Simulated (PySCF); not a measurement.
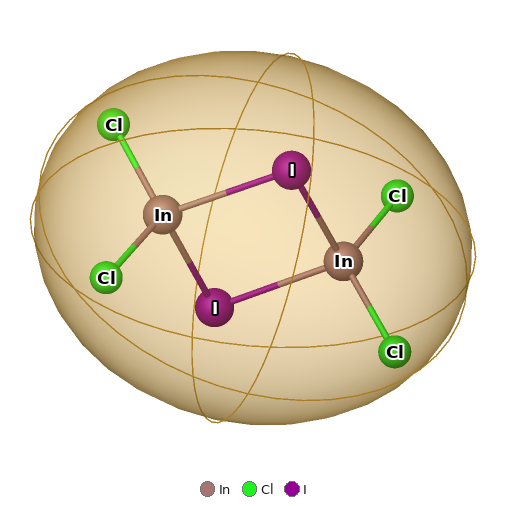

The ellipsoid shows the static dipole polarisability: its half-axes are proportional to the principal values. Computed geometry: PBE0-D3(BJ)/def2-SVP optimisation. No frequency run is at hand to confirm it as a minimum. Level of theory: PBE0/def2-SVPD, core potentials on I, In (PySCF 2.14.0).

### Give the principal values, the mean and the anisotropy.

Principal values 185.5, 187.3, 224.0 bohr³; mean 198.9 bohr³ (29.48 Å³); anisotropy 37.7 bohr³, so the longest axis is 1.21 times the shortest.
